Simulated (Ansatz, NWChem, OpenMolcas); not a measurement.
## KI (Potassium Iodide): the vertical energy of the triplet above the singlet, rung by rung

KI: 2 atoms, total charge 0, spin state singlet. SMILES: `[K][I]`. The bond length is the measured one.

```xyz
2

K     0.0000    0.0000    0.0000
I     0.0000    0.0000    3.0478
```

Each level gives the vertical energy of the triplet above the singlet (eV). The values are calculated.

| level | kind | program | value (eV) | less CCSD(T)/def2-TZVPPD | CPU time (all runs) |
| --- | --- | --- | --- | --- | --- |
| HF/def2-TZVPPD (core potential) | Hartree–Fock | Ansatz | 3.19 | -0.57 | 16 s |
| SVWN5/def2-TZVPPD (core potential) | LDA | NWChem | 3.91 | +0.15 | 49 s |
| PBE/def2-TZVPPD (core potential) | GGA | OpenMolcas | 3.75 | -0.01 | 41 s |
| M06-L/def2-TZVPPD (core potential) | meta-GGA | NWChem | 4.23 | +0.47 | 2.2 min |
| HSE06/def2-TZVPPD (core potential) | range-separated hybrid | Ansatz | 3.80 | +0.04 | 63 s |
| B2PLYP/def2-TZVPPD (core potential) | double hybrid | NWChem | 3.81 | +0.05 | 32 s |
| RPA@PBE0/def2-TZVPPD (core potential) | RPA | Ansatz | 3.53 | -0.23 | 51 s |
| MP2/def2-TZVPPD (core potential) | perturbation theory | Ansatz | 3.89 | +0.13 | 18 s |
| CCSD(T)/def2-TZVPPD (core potential) | coupled cluster or CI | Ansatz | 3.76 | 0.00 | 60 s |

Differences are taken from CCSD(T)/def2-TZVPPD (core potential) for orientation; it has basis-set and higher-order errors of its own. Spin-orbit coupling, which can split open shells on such heavy atoms by tenths of an eV, is left out. The values span 3.19 to 4.23 eV. In the correlated wave-function rows the outer d shell of I is correlated, in sets not made for it. Times are those of the runs behind each value, whatever else they computed, on shared processors of several kinds: orders of magnitude only.

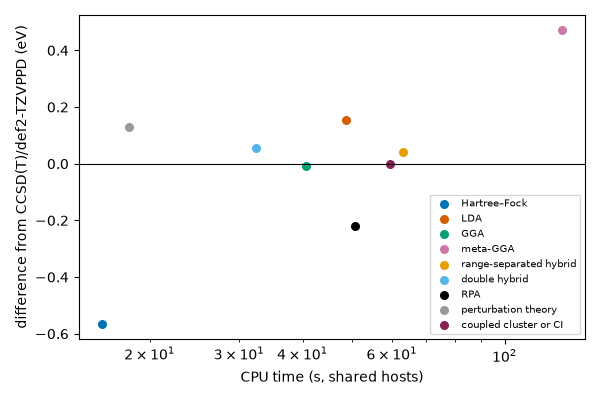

Difference from CCSD(T)/def2-TZVPPD against processor time, one point a level.
